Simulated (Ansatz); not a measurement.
## Changed inputs in constrained RPA: NaAuF3 (cubic perovskite) (Pm-3m)

Wanted: the sensitivity and cost of U and J for NaAuF3 (cubic perovskite) (Pm-3m).

Main program and level: Ansatz 0.2.0; constrained RPA on PBEsol, plane waves, PAW.

The structure was built from a prototype and need not be the compound's stable phase.

### 1. The structure

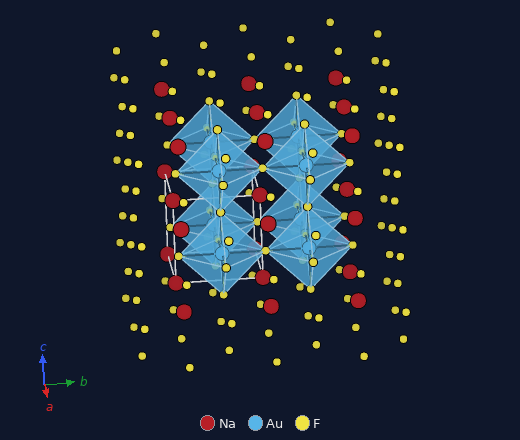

The starting structure, seen slightly off an axis (sodium red, gold blue, fluorine yellow). 2×2×2 cells are drawn. Some periodic images of atoms are drawn too.

Structure file:

```cif
data_structure
_symmetry_space_group_name_H-M 'Pm-3m'
_symmetry_Int_Tables_number 221
_cell_length_a 4.3752
_cell_length_b 4.3752
_cell_length_c 4.3752
_cell_angle_alpha 90.000
_cell_angle_beta 90.000
_cell_angle_gamma 90.000
_cell_volume 83.75
loop_
_atom_site_label
_atom_site_type_symbol
_atom_site_symmetry_multiplicity
_atom_site_Wyckoff_symbol
_atom_site_fract_x
_atom_site_fract_y
_atom_site_fract_z
_atom_site_occupancy
Na1 Na 1 a 0.00000 0.00000 0.00000 1
Au1 Au 1 b 0.50000 0.50000 0.50000 1
F1 F 3 c 0.00000 0.50000 0.50000 1
```

The structure was relaxed with PBEsol. The structure type comes from a generator and need not be one that this composition takes. The structure was generated from a model, not taken from a measurement. The runs that relaxed it are not among those shown. The program's search for lower electronic states was switched off, so nothing shows that the state found is the lowest. Spin-orbit coupling is left out unless a step names it. The default PAW set here is soft_2. Its files were made with PBE.

### 2. Base: Au d, bands v5 to v1, 4×4×4 mesh, medium accuracy

Constrained RPA screens the interaction with every transition except those inside the target bands, which a later many-body model would treat itself.

The input, input.yaml:

```yaml
crystal:
  lattice:
    - [0.0, -4.37522604, 0.0]
    - [0.0, 0.0, 4.37522604]
    - [-4.37522604, 0.0, 0.0]
  atoms:
    - { symbol: Na, position: [0.0, 0.0, 0.0] }
    - { symbol: Au, position: [0.5, 0.5, 0.5] }
    - { symbol: F, position: [0.5, 0.5, 0.0] }
    - { symbol: F, position: [0.5, 0.0, 0.5] }
    - { symbol: F, position: [0.0, 0.5, 0.5] }
kpoints:
  mp_grid: { grid: [6, 6, 6] }
hamiltonian:
  xc: pbesol
scf:
  occupations: { method: gaussian, width: 0.08 }
  n_extra_bands: 19
  max_iter: 150
  lower_state_search: "off"
output:
  crpa:
    kmesh: [4, 4, 4]
    target_bands: [v5, v1]
    projections: [{ species: Au, l: d, shell: 5 }]
  local_orbitals:
    kmesh: [8, 8, 8]
    orbitals: [{ species: Au, l: d, shell: 5 }]
    window: { bands: [v5, v1] }
    seedname: lo
```

Command:

```bash
$ ansatz run input.yaml --threads 4 --pin off --max-ram 9216MiB --backend cpu --events-out ev --progress --plain --runs-dir out
```

Numbers of over 12 decimals in the logs are rounded to 6 here.

Output:

```text
scf.n_extra_bands = 19 over 25 filled bands (N_el = 49.0): the run solves 44 bands
Engine: ansatz 0.2.0, x86_64-unknown-linux-gnu
Pseudopotentials: kind: paw
Pseudopotential: Na, paw, valence charge 9, recommended cutoff 420 eV (normal), Na.paw.azcp
Pseudopotential: Au, paw, valence charge 19, recommended cutoff 420 eV (normal), Au.paw.azcp
Pseudopotential: F, paw, valence charge 7, recommended cutoff 420 eV (normal), F.paw.azcp
Functional definition: PBEsol
  exchange = pbesol_x
  correlation = pbesol_c
Crystal: 5 atoms, lattice volume = 83.753 Å³
Basis set: ecut = 420 eV, 1647 PW (Γ)
Bands: 44, of which v1, the nominal top of the filled ones, is band 25 counted from 1 (24 counted from 0)
Symmetry: 48 space group operations
Space group: Pm-3m (ITA 221), of the structure as read, at distance tolerance 4.4e-5 Å
k-points: 20 of 216
Non-local potential: Na, projectors of the file, l = 0: 3, l = 1: 2, l = 2: 1
Non-local potential: Au, projectors of the file, l = 0: 3, l = 1: 2, l = 2: 2, l = 3: 1
Non-local potential: F, projectors of the file, l = 0: 2, l = 1: 2, l = 2: 1
PAW form: soft (Blöchl's): semilocal exchange-correlation on the pseudo side does not see the compensation charge
PAW frozen core: Na, regenerated for the run's functional, and the local potential with it (the file was generated under x = pbe(κ = 0.804, μ = 0.219515), c = pbe(β = 0.066725))
PAW frozen core: Au, regenerated for the run's functional, and the local potential with it (the file was generated under x = pbe(κ = 0.804, μ = 0.219515), c = pbe(β = 0.066725))
PAW frozen core: F, regenerated for the run's functional, and the local potential with it (the file was generated under x = pbe(κ = 0.804, μ = 0.219515), c = pbe(β = 0.066725))
PAW one-centre angular grid: Na, 110 points (default); XC on 64 Gauss nodes
PAW one-centre angular grid: Au, 590 points (default); XC on 64 Gauss nodes
PAW one-centre angular grid: F, 110 points (default); XC on 64 Gauss nodes
Initial density: superposition of atomic densities (neutral atoms: chi_scale 0, normalization atom), corrected by the library's trained network
Initial wavefunctions: pseudopotential atomic-orbital guess
Functional: x = pbesol(κ = 0.804, μ = 0.123457), c = pbesol(β = 0.046)
SCF iter   1: F=—  HF=-16882.930497 eV  |F-HF|=—  |Δ(HF+E_count)|=         —  Δρ=1.35e-2  dr2=9.62e-2  ethr=1.77e-3  ⟨swp⟩=6.2  Hψ=3980  notcnv=0  defer=163
preconditioner: auto → LDOS  [metal: Δε(μ)=0.062 eV  Ē_g=22.967 eV  σ=0.080 eV  W_gap=0.38  n_scr=26 (ndim 8)  ℏωp=25.3 eV  f_vac=0.300  D(μ)=4.09/eV (n_scr^D=32)  β→1.0]
SCF iter   2: F=—  HF=-16882.925380 eV  |F-HF|=—  |Δ(HF+E_count)|=   5.12e-3  Δρ=1.24e-2  dr2=7.23e-2  ethr=1.96e-4  ⟨swp⟩=2.0  Hψ=1516  notcnv=0  defer=244
[...]
NSCF: frozen V_eff on 38 k-points
NSCF: frozen V_eff on 10 k-points
[...]
cRPA screening: q 1/64
cRPA screening: q 2/64
cRPA screening: q 8/64 (q-point 3)
cRPA screening: q 11/64 (q-point 6)
cRPA screening: q 23/64 (q-point 7)
cRPA screening: q 35/64 (q-point 11)
cRPA screening: q 38/64 (q-point 22)
cRPA screening: q 46/64 (q-point 23)
cRPA screening: q 58/64 (q-point 27)
cRPA screening: q 64/64 (q-point 43)
SCF converged after 8 iterations
Free energy (F): -16882.904800 eV
Harris-Foulkes:  -16882.904800 eV  (|F-HF|=3.65e-9)
Internal energy: -16882.891652 eV  (E = F + TS)
E sigma→0 (E₀):  -16882.898226 eV
Entropy (-TS):   -0.013147 eV (-2.629 meV/atom)
Fermi energy:    5.470227 eV
--- Per-component energies (eV) ---
  E_band       = -784.919369
  E_kinetic    = 1339.044495
  E_local      = -6224.726783  (includes V_loc(G=0)·N_el)
  E_nonlocal   = 417.980282
  E_hartree    = 2453.150112
  E_xc         = -497.273502
  E_vxc        = -623.616803  (∫ρ·V_xc dr)
  E_paw        = -10400.036787  (= ΣΔE_a)
  E_vpaw       = -599.901790  (= ΣTr[D̂ρ^β])
  E_aug_tail   = 0.006705  (compensation charges beyond the density's cutoff)
  E_ewald      = -3971.527676
  E_core_change = 0.491501  (= ΣΔE_core)
  E_smearing   = -0.013147  (= −TS)
  E_closure    = 0.000000  (closes the sum)
  Σ components = -16882.904800   (vs F -16882.904800, Δ=0.00e0)
--- Band table (eV; the first three rows and the last of 20) ---
  k-point 0: bands = [... 21 lower, 2.1585, 2.1585, 2.8976, 2.8976, 5.5485, 10.3427, 14.3288, 14.3288, ... 15 higher]
  k-point 1: bands = [... 21 lower, 2.5330, 2.5330, 2.8992, 3.4965, 6.0557, 10.4081, 13.1075, 14.5394, ... 15 higher]
  k-point 2: bands = [... 21 lower, 2.9022, 3.0325, 3.0325, 4.0522, 7.3774, 10.0805, 12.6917, 14.8922, ... 15 higher]
  k-point 19: bands = [... 21 lower, 3.6531, 3.6531, 6.2450, 6.2450, 10.8067, 11.6415, 12.5583, 12.5583, ... 15 higher]
--- cRPA (band scheme, projected local orbitals): target bands 21..25 (1-based), 5 Wannier function(s), 4×4×4 mesh, 50 bands' worth read of 55 solved, ecut_chi 136.0 eV, v(q+G=0) probe_charge, pair densities all_electron ---
  bands read: the sum over 50 bands ends inside a degenerate multiplet in 8 slots, whose members it reads at an even weight; the widest, k=42: bands 50 to 52 (counted from 1) at 1/3 each
  χ-basis size per q: N_G = 292..320
  window electrons = 9.0000, filled by tetrahedron_uncorrected; constrained ε̄⁻¹(q = 0, 0) head = 0.350827; min gauge Gram eig = 0.5714
  Kanamori averages over each shell's own Wannier functions (sites counted from 0, functions from 1):
    Site 1, 5D, 5 of 5 d orbitals (Wannier functions 1, 2, 3, 4, 5; wannier90's mr 1, 2, 3, 4, 5):
      screened: U = 4.6886 eV, U' = 4.0174 eV, J = 0.3090 eV
      screened d-shell averages: U_bar = F0 = 4.1517 eV, J_bar = 0.4432 eV
      screened, to within: U = 1.4e-2 eV, U' = 1.4e-2 eV, J = 5.7e-4 eV
      screened d-shell averages, to within: U_bar = 1.2e-2 eV, J_bar = 9.7e-4 eV
      bare: V = 12.5867 eV, V' = 11.5913 eV, J = 0.4260 eV
      bare d-shell averages: V_bar = F0 = 11.7904 eV, J_bar = 0.6251 eV
  Hermiticity witness max|P − P†| over intra, direct and exchange elements: 1.15e-14 eV (screened), 1.78e-15 eV (bare)
  Reality witness max|Im| over intra, direct and exchange elements: 6.60e-18 eV (screened), 1.65e-17 eV (bare)
```

It took 44 s on 4 threads of Intel Xeon Platinum 8559C (Emerald Rapids), shared host; peak memory 0.7 GiB.

This step gave:

```
U                                                 : 4.689 eV
U prime (inter-orbital)                           : 4.017 eV
J                                                 : 0.3090 eV
bare V                                            : 12.59 eV
bare J                                            : 0.4260 eV
stated bound on U                                 : 0.01313 eV
U over bare V                                     : 0.3725
electrons in the window                           : 9.000
head of the constrained inverse dielectric matrix : 0.3508
least eigenvalue of the projection's overlap      : 0.5714
target functions                                  : 5
bands in the sums                                 : 50
r.m.s. miss of the model bands                    : 0.001551 eV
width of the target bands                         : 4.086 eV
weight of the projected orbitals in the window    : 0.7297
```

On the Au d shell, screening brings the on-site interaction from 12.6 eV down to U = 4.69 eV.

### 3. Changed: 2×2×2 mesh

Changes to input.yaml since step 2:

```diff
@@ -22,9 +22,4 @@
   crpa:
-    kmesh: [4, 4, 4]
+    kmesh: [2, 2, 2]
     target_bands: [v5, v1]
     projections: [{ species: Au, l: d, shell: 5 }]
-  local_orbitals:
-    kmesh: [8, 8, 8]
-    orbitals: [{ species: Au, l: d, shell: 5 }]
-    window: { bands: [v5, v1] }
-    seedname: lo
```

Output:

```text
[...]
Crystal: 5 atoms, lattice volume = 83.753 Å³
Basis set: ecut = 420 eV, 1647 PW (Γ)
Bands: 44, of which v1, the nominal top of the filled ones, is band 25 counted from 1 (24 counted from 0)
Symmetry: 48 space group operations
[...]
k-points: 20 of 216
[...]
SCF iter   1: F=—  HF=-16882.930497 eV  |F-HF|=—  |Δ(HF+E_count)|=         —  Δρ=1.35e-2  dr2=9.62e-2  ethr=1.77e-3  ⟨swp⟩=6.2  Hψ=3980  notcnv=0  defer=163
[...]
SCF iter   8: F=-16882.904800 eV  HF=-16882.904800 eV  |F-HF|=3.65e-9  |Δ(HF+E_count)|=   3.37e-8  Δρ=3.34e-6  dr2=5.07e-9  ethr=2.04e-10  ⟨swp⟩=12.9  Hψ=4751  notcnv=0
SCF 1 converged in 8 iterations: F = -16882.904800 eV  dr2 = 5.07e-9
[...]
NSCF: frozen V_eff on 4 k-points
[...]
cRPA screening: q 1/8
cRPA screening: q 2/8
cRPA screening: q 5/8 (q-point 4)
cRPA screening: q 8/8
SCF converged after 8 iterations
Free energy (F): -16882.904800 eV
[...]
Internal energy: -16882.891652 eV  (E = F + TS)
E sigma→0 (E₀):  -16882.898226 eV
Entropy (-TS):   -0.013147 eV (-2.629 meV/atom)
Fermi energy:    5.470227 eV
[...]
--- Band table (eV; the first three rows and the last of 20) ---
  k-point 0: bands = [... 21 lower, 2.1585, 2.1585, 2.8976, 2.8976, 5.5485, 10.3427, 14.3288, 14.3288, ... 15 higher]
  k-point 1: bands = [... 21 lower, 2.5330, 2.5330, 2.8992, 3.4965, 6.0557, 10.4081, 13.1075, 14.5394, ... 15 higher]
  k-point 2: bands = [... 21 lower, 2.9022, 3.0325, 3.0325, 4.0522, 7.3774, 10.0805, 12.6917, 14.8922, ... 15 higher]
  k-point 19: bands = [... 21 lower, 3.6531, 3.6531, 6.2450, 6.2450, 10.8067, 11.6415, 12.5583, 12.5583, ... 15 higher]
[...]
χ-basis size per q: N_G = 300..320
[...]
screened: U = 5.2972 eV, U' = 4.5874 eV, J = 0.3307 eV
      screened d-shell averages: U_bar = F0 = 4.7294 eV, J_bar = 0.4727 eV
      screened, to within: U = 1.3e-2 eV, U' = 1.3e-2 eV, J = 5.7e-4 eV
      screened d-shell averages, to within: U_bar = 1.1e-2 eV, J_bar = 9.3e-4 eV
      bare: V = 13.2671 eV, V' = 12.2385 eV, J = 0.4534 eV
      bare d-shell averages: V_bar = F0 = 12.4442 eV, J_bar = 0.6591 eV
[...]
```

Run time: 5.6 s. Hardware: 4 threads; peak memory 0.59 GiB.

Numbers from this step:

```
U                                                 : 5.297 eV
U prime (inter-orbital)                           : 4.587 eV
J                                                 : 0.3307 eV
bare V                                            : 13.27 eV
bare J                                            : 0.4534 eV
stated bound on U                                 : 0.01216 eV
U over bare V                                     : 0.3993
electrons in the window                           : 9.000
head of the constrained inverse dielectric matrix : 0.4304
least eigenvalue of the projection's overlap      : 0.5714
target functions                                  : 5
bands in the sums                                 : 50
width of the target bands                         : 4.086 eV
weight of the projected orbitals in the window    : 0.7297
```

On the Au d shell, screening brings the on-site interaction from 13.3 eV down to U = 5.30 eV.

### 4. Changed: 6×6×6 mesh

Changes to input.yaml since step 3:

```diff
@@ -22,3 +22,3 @@
   crpa:
-    kmesh: [2, 2, 2]
+    kmesh: [6, 6, 6]
     target_bands: [v5, v1]
```

Output:

```text
[...]
Crystal: 5 atoms, lattice volume = 83.753 Å³
Basis set: ecut = 420 eV, 1647 PW (Γ)
Bands: 44, of which v1, the nominal top of the filled ones, is band 25 counted from 1 (24 counted from 0)
Symmetry: 48 space group operations
[...]
k-points: 20 of 216
[...]
χ-basis size per q: N_G = 292..320
[...]
screened: U = 4.6834 eV, U' = 4.0159 eV, J = 0.3067 eV
      screened d-shell averages: U_bar = F0 = 4.1494 eV, J_bar = 0.4402 eV
      screened, to within: U = 1.4e-2 eV, U' = 1.4e-2 eV, J = 5.7e-4 eV
      screened d-shell averages, to within: U_bar = 1.3e-2 eV, J_bar = 9.8e-4 eV
      bare: V = 12.4974 eV, V' = 11.5070 eV, J = 0.4228 eV
      bare d-shell averages: V_bar = F0 = 11.7051 eV, J_bar = 0.6209 eV
[...]
[key lines of the parts left out:]
SCF converged after 8 iterations
Free energy (F): -16882.904800 eV
Fermi energy:    5.470227 eV
```

Run time: 4.1 min. Hardware: 4 threads; peak memory 0.95 GiB; 16 min of CPU time.

This step gave:

| Quantity | Value |
| --- | --- |
| U | 4.683 eV |
| U prime (inter-orbital) | 4.016 eV |
| J | 0.3067 eV |
| bare V | 12.50 eV |
| bare J | 0.4228 eV |
| stated bound on U | 0.01369 eV |
| U over bare V | 0.3748 |
| electrons in the window | 9.000 |
| head of the constrained inverse dielectric matrix | 0.3587 |
| least eigenvalue of the projection's overlap | 0.5714 |
| target functions | 5 |
| bands in the sums | 50 |
| width of the target bands | 4.086 eV |
| weight of the projected orbitals in the window | 0.7297 |

On the Au d shell, screening brings the on-site interaction from 12.5 eV down to U = 4.68 eV.

### 5. Changed: accuracy low

Changes to input.yaml since step 4:

```diff
@@ -22,4 +22,5 @@
   crpa:
-    kmesh: [6, 6, 6]
+    kmesh: [4, 4, 4]
     target_bands: [v5, v1]
     projections: [{ species: Au, l: d, shell: 5 }]
+    accuracy: low
```

Output:

```text
[...]
Crystal: 5 atoms, lattice volume = 83.753 Å³
Basis set: ecut = 420 eV, 1647 PW (Γ)
Bands: 44, of which v1, the nominal top of the filled ones, is band 25 counted from 1 (24 counted from 0)
Symmetry: 48 space group operations
[...]
k-points: 20 of 216
[...]
χ-basis size per q: N_G = 292..320
[...]
screened: U = 4.6561 eV, U' = 3.9885 eV, J = 0.3078 eV
      screened d-shell averages: U_bar = F0 = 4.1220 eV, J_bar = 0.4413 eV
      screened, to within: U = 1.3e-1 eV, U' = 1.3e-1 eV, J = 6.0e-3 eV
      screened d-shell averages, to within: U_bar = 1.2e-1 eV, J_bar = 9.1e-3 eV
      bare: V = 12.5867 eV, V' = 11.5913 eV, J = 0.4260 eV
      bare d-shell averages: V_bar = F0 = 11.7904 eV, J_bar = 0.6251 eV
[...]
[key lines of the parts left out:]
SCF converged after 8 iterations
Free energy (F): -16882.904800 eV
Fermi energy:    5.470227 eV
```

Wall time 22 s (4 threads); peak memory 0.65 GiB; 78 s of CPU time.

Numbers from this step:

```
U                                                 : 4.656 eV
U prime (inter-orbital)                           : 3.988 eV
J                                                 : 0.3078 eV
bare V                                            : 12.59 eV
bare J                                            : 0.4260 eV
stated bound on U                                 : 0.1250 eV
U over bare V                                     : 0.3699
electrons in the window                           : 9.000
head of the constrained inverse dielectric matrix : 0.3505
least eigenvalue of the projection's overlap      : 0.5714
target functions                                  : 5
bands in the sums                                 : 50
width of the target bands                         : 4.086 eV
weight of the projected orbitals in the window    : 0.7297
```

On the Au d shell, screening brings the on-site interaction from 12.6 eV down to U = 4.66 eV.

[end of part 1 of 2]

[Paths, hosts, dates, memory and timing lines, banners, echoed tables and standing remarks are left out of the program output.]

[Logs are printed without paths, hosts, clocks, repeated set-up lines and the standing remarks that a program may print on its own settings, such as how far it seeks lower states.]

[Runs of the session that timed out or met a known fault of the program may be left out.]

[Hosts, paths, dates, database ids (printed as entryN), source tags and the programs' standing remarks are cut or masked in the printed files.]
